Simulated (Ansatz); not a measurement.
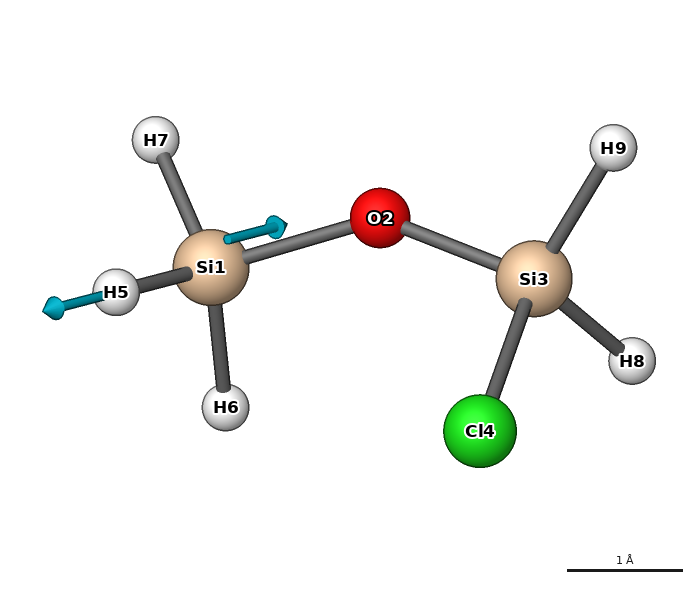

Arrows show the forces on the atoms, 0.2 Å of arrow for 1 eV/Å; forces under a tenth of the largest aren't drawn. Level of theory: PBE0-D4/def2-TZVP (Ansatz 0.2.0).

Which bond do the forces act along most?

Si1–H5, now 1.321 Å: the forces push its atoms apart, so a first step downhill lengthens it.

List the force components in the frame of the picture (x right, y up, z towards the viewer), in eV/Å.

```tsv
atom	Fx	Fy	Fz
Si1	2.66	0.70	−3.21
O2	0.00	0.00	0.00
Si3	0.00	0.00	0.00
Cl4	0.00	0.00	0.00
H5	−2.66	−0.69	3.21
H6	0.00	0.00	0.00
H7	0.00	0.00	0.00
H8	0.00	0.00	0.00
H9	0.00	0.00	0.00
```
